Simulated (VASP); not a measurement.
Band structure of DyScO₃ (relaxed from the LiNbO3 structure, space group R3c). Calculation: PBEsol GGA, VASP's PBE PAW potentials (set 64) (plane waves; VASP 6.6.1).

The 4f electrons are frozen in the core of the lanthanide potential, so 4f levels, which can set the real gap, and their magnetism are missing.

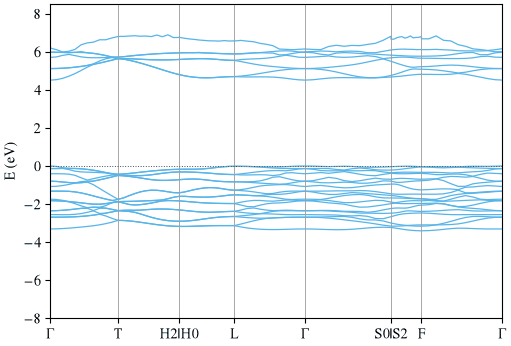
Bands along high-symmetry lines, zero at the valence-band maximum or, without a gap, the Fermi level

### Question
Read the plot: is there a gap, and where are the band edges?

### Answer
The gap is direct, 4.51 eV, from the valence maximum at Γ to the conduction minimum at Γ. (Edges off the drawn lines would not show.)

The structure was generated: DyScO3 was put into the LiNbO3 type (R3c), which need not be its known phase. It was relaxed first.
